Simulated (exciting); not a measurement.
## Core excitons at the O K edge of TaAgO3

How far do the exchange and direct terms reshape the O K edge of TaAgO3?

Method: X-ray absorption, core-level Bethe-Salpeter equation, exchange and statically screened direct term, Tamm-Dancoff, all-electron LAPW+lo LDA, in exciting sodium.

## (1) The structure

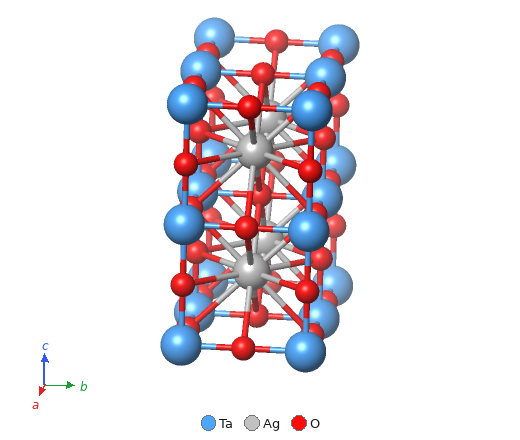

The cell as given, slightly off an axis (tantalum blue, silver light grey, oxygen red). 2×1×2 cells are drawn. Some periodic images of atoms are drawn too.

Structure file:

```
Ta Ag O
1.0
     3.99937    0.00000    0.00000
     0.00000    3.99937    0.00000
     0.00000    0.00000    3.99937
Ta Ag O
1 1 3
Direct
  0.00000 0.00000 0.00000
  0.50000 0.50000 0.50000
  0.50000 0.00000 0.00000
  0.00000 0.50000 0.00000
  0.00000 0.00000 0.50000
```

Differences between curves are given as r.m.s. difference over r.m.s. height.

## (2) Ground state

The species files are the program's own, with muffin-tin radii set in the input.

The input, input.xml:

```
<input>
  <title>TaAgO3</title>
  <structure speciespath="." autormt="false" epslat="1.0e-5">
    <crystal>
      <basevect>7.5577139697 0.0000000000 0.0000000000</basevect>
      <basevect>0.0000000000 7.5577139697 0.0000000000</basevect>
      <basevect>0.0000000000 0.0000000000 7.5577139697</basevect>
    </crystal>
    <species speciesfile="Ta.xml" rmt="2.125">
      <atom coord="0.0000000000 0.0000000000 0.0000000000"/>
    </species>
    <species speciesfile="Ag.xml" rmt="2.234">
      <atom coord="0.5000000000 0.5000000000 0.5000000000"/>
    </species>
    <species speciesfile="O.xml" rmt="1.541">
      <atom coord="0.5000000000 0.0000000000 0.0000000000"/>
      <atom coord="0.0000000000 0.5000000000 0.0000000000"/>
      <atom coord="0.0000000000 0.0000000000 0.5000000000"/>
    </species>
  </structure>
  <groundstate do="fromscratch" xctype="LDA_PW" ngridk="4 4 4" rgkmax="7" gmaxvr="14" nempty="8" swidth="0.001" maxscl="100" epsengy="1e-5"/>
</input>
```

Command:

```console
$ OMP_NUM_THREADS=1 mpirun -n 2 exciting
```

Numbers of over 12 decimals in the logs are rounded to 6 here.

Output:

```text
EXCITING SODIUM started
********************************************************************************
* Ground-state run starting from atomic densities                              *
********************************************************************************
+ Starting initialization                                                      +
[... lattice and species ...]
 Spin treatment                             :    spin-unpolarised
 Number of Bravais lattice symmetries       :      48
[...]
+ Self-consistent loop stopped                                                 +
 STATE.OUT is written
********************************************************************************
* Groundstate module stopped                                                   *
********************************************************************************
 Total time spent (seconds)                 :       158.31
- CAUTION! Warnings have been written in file WARNING.OUT !                    -
| EXCITING SODIUM stopped                                                      =
[key lines of the parts left out:]
Total energy                               :    -21153.93225455
Fermi energy                               :         0.23984330
```

The job ended after 2.7 min (2 MPI ranks of Intel Xeon at 2.50GHz (Skylake/Cascade Lake), shared host).

The warnings file holds hints only, no warning.

The mesh shows a gap of 1.48 eV. Core levels (Dirac, from the valence top):

| atom | level | energy (eV) |
| --- | --- | --- |
| O | 1s1/2 | -500.6 |

## (3) A richer basis for the empty states

Each species file gets more local orbitals, built from u and its energy derivative at 0.15 Ha and u at 0.9 Ha.

input.xml is that of step 2.

The input, SPECIES.xml, added lines:

```
<lo l="L">  <!-- L = 0, 1, 2, and 3 from Cs on -->
  <wf matchingOrder="0" trialEnergy="0.1500" searchE="false"/>
  <wf matchingOrder="1" trialEnergy="0.1500" searchE="false"/>
  <wf matchingOrder="0" trialEnergy="0.9000" searchE="false"/>
</lo>
```

Command:

```console
$ OMP_NUM_THREADS=1 mpirun -n 2 exciting
```

Output:

```text
EXCITING SODIUM started
********************************************************************************
* Ground-state run starting from atomic densities                              *
********************************************************************************
+ Starting initialization                                                      +
[... lattice and species ...]
 Spin treatment                             :    spin-unpolarised
 Number of Bravais lattice symmetries       :      48
[...]
+ Self-consistent loop stopped                                                 +
 STATE.OUT is written
********************************************************************************
* Groundstate module stopped                                                   *
********************************************************************************
 Total time spent (seconds)                 :       167.96
- CAUTION! Warnings have been written in file WARNING.OUT !                    -
| EXCITING SODIUM stopped                                                      =
[key lines of the parts left out:]
Total energy                               :    -21153.93387666
Fermi energy                               :         0.24019329
```

It took 2.8 min on 2 MPI ranks.

Against the first ground state the total energy moves by -9 meV an atom and the gap by -0.01 eV.

## (4) Screening, kernels and BSE for O atom 3

The absorber has 2 Ta at 2.00 Å (linear, site symmetry 4/mmm).

input.xml, as its differences from that of step 3:

```diff
@@ -20,3 +20,20 @@
   </structure>
-  <groundstate do="fromscratch" xctype="LDA_PW" ngridk="4 4 4" rgkmax="7" gmaxvr="14" nempty="8" swidth="0.001" maxscl="100" epsengy="1e-5"/>
+  <groundstate do="skip" xctype="LDA_PW" ngridk="4 4 4" rgkmax="7" gmaxvr="14" nempty="8" swidth="0.001" maxscl="100" epsengy="1e-5"/>
+  <xs xstype="BSE" ngridk="4 4 4" ngridq="4 4 4" vkloff="0.097 0.273 0.493" rgkmax="7" nempty="33" gqmax="3" lmaxapwwf="5" lmaxemat="2" broad="0.01654" tevout="true">
+    <energywindow intv="18.008 19.625" points="439"/>
+    <screening screentype="full" nempty="53"/>
+    <BSE xas="true" xasspecies="3" xasatom="1" xasedge="K" bsetype="singlet" nstlxas="1 29"/>
+    <qpointset>
+      <qpoint>0 0 0</qpoint>
+    </qpointset>
+    <plan>
+      <doonly task="xsgeneigvec"/>
+      <doonly task="writepmatxs"/>
+      <doonly task="scrgeneigvec"/>
+      <doonly task="scrwritepmat"/>
+      <doonly task="screen"/>
+      <doonly task="scrcoulint"/>
+      <doonly task="exccoulint"/>
+    </plan>
+  </xs>
 </input>
```

The input, input.xml for the last start (plan only):

```
  <plan>
    <doonly task="bse"/>
  </plan>
```

Command:

```console
$ OMP_NUM_THREADS=1 mpirun -n 2 exciting
$ OMP_NUM_THREADS=2 exciting
```

Output:

```text
| EXCITING SODIUM started for task xsgeneigvec ( 301)                          =
One-shot GS runs for BSE calculations
One-shot GS runs for k+qmt/2 grids
Info(xsgeneigvec): Generating eigenvectors for Q-point      1
Info(xsgeneigvec): Generation of eigenvectors finished
| EXCITING SODIUM started for task writepmatxs ( 320)                          =
Info(writepmatxs): Momentum matrix elements finished
| EXCITING SODIUM started for task scrgeneigvec ( 401)                         =
One-shot GS runs for BSE calculations
One-shot GS runs for k+qmt/2 grids
[...]
Info(setup_bse_block): Setting up RR part of hamiltonian
Info(setup_bse_block): Singlet spin state
Info(bse): Diagonalizing RR Hamiltonian (TDA)
Info(bse): Invoking Lapack routine ZHEEVR
      3712 eigen solutions found in the interval:
         i1=       1 i2=    3712
Info(bse): Writing excition energies and oscillator strengths to text file.
Info(makespectrum_dist): Making spectrum using formula for coupling with time reversed AR basis.
Info(makespectrum_dist): Using formalism for vanishing momentum transfer.
Info(writederived): Writing quantities derived from the macroscopic dielectric function.
Info(bselauncher): Spectrum finished for iqmt=  1
Info(bselauncher): All done for BSE type singlet
```

Elapsed: 67 min, on 2 MPI ranks.

Wall time by task: xsgeneigvec 54 s, writepmatxs 32 s, scrgeneigvec 49 s, scrwritepmat 20 s, screen 13 min, scrcoulint 27 min, exccoulint 22 min, bse 2 min.

The O K spectrum of O atom 3 (energy from the Kohn–Sham onset, core level to the lowest empty state found on the meshes used, 502.02 eV; the ground-state mesh sets it, and the shifted mesh has its lowest transition 0.45 eV above it; Im ε scaled to the maximum of the singlet run; cut below the end of the band set):

| E (eV) | Im ε |
| --- | --- |
| -3.0 | 0.02 |
| -2.0 | 0.04 |
| -1.0 | 0.07 |
| 0.0 | 0.24 |
| 1.0 | 0.99 |
| 2.0 | 0.51 |
| 3.0 | 0.25 |
| 4.0 | 0.15 |
| 5.0 | 0.27 |
| 6.0 | 0.62 |
| 7.0 | 0.54 |
| 8.0 | 0.41 |
| 9.0 | 0.24 |
| 10.0 | 0.21 |
| 11.0 | 0.41 |
| 12.0 | 0.25 |
| 13.0 | 0.23 |
| 14.0 | 0.12 |
| 15.0 | 0.11 |
| 16.0 | 0.13 |
| 17.0 | 0.17 |
| 18.0 | 0.28 |
| 19.0 | 0.25 |
| 20.0 | 0.22 |
| 21.0 | 0.13 |
| 22.0 | 0.10 |
| 23.0 | 0.05 |

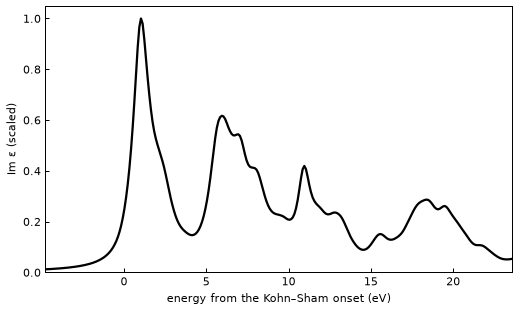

The O K edge of O atom 3.

Maxima (height): 1.0 eV (1.00), 5.9 eV (0.62), 11.0 eV (0.42), 15.6 eV (0.15), 18.4 eV (0.29) and 19.5 eV (0.26).

The Hamiltonian has 3712 rows. The lowest groups of eigenvalues and the brightest ones, on the scale above (the program counts from the shifted mesh's onset, 0.45 eV higher). Core spinors bring spin-forbidden partners, so dark means forbidden by spin or by symmetry, and the shifted mesh splits states that symmetry would keep together:

| energy (eV) | states within 10 meV | relative strength |
| --- | --- | --- |
| 0.057 | 2 | 0.0081 |
| 0.134 | 2 | 0.019 |
| 0.144 | 2 | 0.071 |
| 0.307 | 2 | 0.013 |
| 0.347 | 2 | dark |
| 0.387 | 2 | dark |
| 0.944 | 2 | 0.65 |
| 0.964 | 1 | 0.52 |
| 1.060 | 1 | 0.66 |
| 1.092 | 1 | 1.00 |
| 7.050 | 2 | 0.29 |
| 10.896 | 3 | 0.95 |
| 10.983 | 4 | 0.46 |

## (5) Independent particles

input.xml, as its differences from that of step 4:

```diff
@@ -24,3 +24,3 @@
     <screening screentype="full" nempty="53"/>
-    <BSE xas="true" xasspecies="3" xasatom="1" xasedge="K" bsetype="singlet" nstlxas="1 29"/>
+    <BSE xas="true" xasspecies="3" xasatom="1" xasedge="K" bsetype="IP" nstlxas="1 29"/>
     <qpointset>
@@ -29,9 +29,3 @@
     <plan>
-      <doonly task="xsgeneigvec"/>
-      <doonly task="writepmatxs"/>
-      <doonly task="scrgeneigvec"/>
-      <doonly task="scrwritepmat"/>
-      <doonly task="screen"/>
-      <doonly task="scrcoulint"/>
-      <doonly task="exccoulint"/>
+      <doonly task="bse"/>
     </plan>
```

Command:

```console
$ OMP_NUM_THREADS=2 exciting
```

Output:

```text
| EXCITING SODIUM started for task bse ( 445)                                  =
Info(bselauncher): Init time:    3.905736
Info(bselauncher): Setting up and diagonalizing BSE Hamiltonian.
Info(bselauncher): Using momentum transfer vectors from list :   1 to  1
Info(bselauncher): Distributing qmt-points over   1 processes.
Info(bselauncher): BSE type: IP
Info(bselauncher): Momentum transfer list index: iqmt=  1
Info(bselauncher): Momentum transfer: vqmtl=   0.000   0.000   0.000
Info(bse): Inspecting occupations...
Info(setranges_modxs): Number of non-reduced k-points:       64
[...]
highest unoccupied state:  61
  Opening gap with a scissor of:      0.000/H      0.000/eV
Info(select_transitions): Number of participating transitions:    3712
Info(bse): Selecting transitions...
Info(bse):bsegap (eV):   502.473965
Info(bse): IP requested, nothing much to do
Info(bse): Writing excition energies and oscillator strengths to text file.
Info(makespectrum_dist): Making spectrum using formula for coupling with time reversed AR basis.
Info(makespectrum_dist): Using formalism for vanishing momentum transfer.
Info(writederived): Writing quantities derived from the macroscopic dielectric function.
Info(bselauncher): Spectrum finished for iqmt=  1
Info(bselauncher): All done for BSE type IP
```

Run time: 6 s. Hardware: 2 threads.

Maxima (height): 3.3 eV (0.59), 8.7 eV (0.51), 12.5 eV (0.53), 19.1 eV (0.30) and 20.6 eV (0.38); 1 lower ones aren't listed. Against the singlet run the r.m.s. difference is 70 %. Moving the earlier curve by +1.7 eV leaves 32 %. The highest maximum lies at 3.3 eV (0.59), against 1.0 eV (1.00).

## (6) Exchange alone

input.xml, as its differences from that of step 5:

```diff
@@ -24,3 +24,3 @@
     <screening screentype="full" nempty="53"/>
-    <BSE xas="true" xasspecies="3" xasatom="1" xasedge="K" bsetype="IP" nstlxas="1 29"/>
+    <BSE xas="true" xasspecies="3" xasatom="1" xasedge="K" bsetype="RPA" nstlxas="1 29"/>
     <qpointset>
```

Command:

```console
$ OMP_NUM_THREADS=2 exciting
```

Output:

```text
| EXCITING SODIUM started for task bse ( 445)                                  =
Info(bselauncher): Init time:    3.910739
Info(bselauncher): Setting up and diagonalizing BSE Hamiltonian.
Info(bselauncher): Using momentum transfer vectors from list :   1 to  1
Info(bselauncher): Distributing qmt-points over   1 processes.
Info(bselauncher): BSE type: RPA
Info(bselauncher): Momentum transfer list index: iqmt=  1
Info(bselauncher): Momentum transfer: vqmtl=   0.000   0.000   0.000
Info(bse): Inspecting occupations...
Info(setranges_modxs): Number of non-reduced k-points:       64
[...]
Info(setup_bse_block): Setting up RR part of hamiltonian
Info(setup_bse_block): Using RPA approximation
Info(bse): Diagonalizing RR Hamiltonian (TDA)
Info(bse): Invoking Lapack routine ZHEEVR
      3712 eigen solutions found in the interval:
         i1=       1 i2=    3712
Info(bse): Writing excition energies and oscillator strengths to text file.
Info(makespectrum_dist): Making spectrum using formula for coupling with time reversed AR basis.
Info(makespectrum_dist): Using formalism for vanishing momentum transfer.
Info(writederived): Writing quantities derived from the macroscopic dielectric function.
Info(bselauncher): Spectrum finished for iqmt=  1
Info(bselauncher): All done for BSE type RPA
```

It took 2.5 min on 2 threads.

Maxima (height): 3.3 eV (0.58), 8.7 eV (0.50), 12.5 eV (0.53), 19.1 eV (0.31) and 20.7 eV (0.39); 1 lower ones aren't listed. The spectrum differs from the independent-particle run by 4 % r.m.s.

## (7) Direct term alone

input.xml, as its differences from that of step 6:

```diff
@@ -24,3 +24,3 @@
     <screening screentype="full" nempty="53"/>
-    <BSE xas="true" xasspecies="3" xasatom="1" xasedge="K" bsetype="RPA" nstlxas="1 29"/>
+    <BSE xas="true" xasspecies="3" xasatom="1" xasedge="K" bsetype="triplet" nstlxas="1 29"/>
     <qpointset>
```

Command:

```console
$ OMP_NUM_THREADS=2 exciting
```

Output:

```text
| EXCITING SODIUM started for task bse ( 445)                                  =
Info(bselauncher): Init time:    4.390984
Info(bselauncher): Setting up and diagonalizing BSE Hamiltonian.
Info(bselauncher): Using momentum transfer vectors from list :   1 to  1
Info(bselauncher): Distributing qmt-points over   1 processes.
Info(bselauncher): BSE type: triplet
Info(bselauncher): Momentum transfer list index: iqmt=  1
Info(bselauncher): Momentum transfer: vqmtl=   0.000   0.000   0.000
Info(bse): Inspecting occupations...
[...]
Info(setup_bse_block): Setting up RR part of hamiltonian
Info(setup_bse_block): Triplet spin state
Info(bse): Diagonalizing RR Hamiltonian (TDA)
Info(bse): Invoking Lapack routine ZHEEVR
      3712 eigen solutions found in the interval:
         i1=       1 i2=    3712
Info(bse): Writing excition energies and oscillator strengths to text file.
Info(makespectrum_dist): Making spectrum using formula for coupling with time reversed AR basis.
Info(makespectrum_dist): Using formalism for vanishing momentum transfer.
Info(writederived): Writing quantities derived from the macroscopic dielectric function.
Info(bselauncher): Spectrum finished for iqmt=  1
Info(bselauncher): All done for BSE type triplet
```

Wall time 2.6 min (2 threads).

Maxima (height): 1.0 eV (1.04), 5.8 eV (0.64), 11.0 eV (0.40) and 18.4 eV (0.28). The spectrum differs from the singlet run by 6 % r.m.s.

(Part 1 of 2 ends here.)

[Banner, clock and machine lines of the logs are left out without a mark of their own.]

[Logs are printed without paths, hosts, clocks, repeated set-up lines and the standing remarks that a program may print on its own settings, such as how far it seeks lower states.]

[Hosts, paths, dates, database ids (printed as entryN), source tags and the programs' standing remarks are cut or masked in the printed files.]
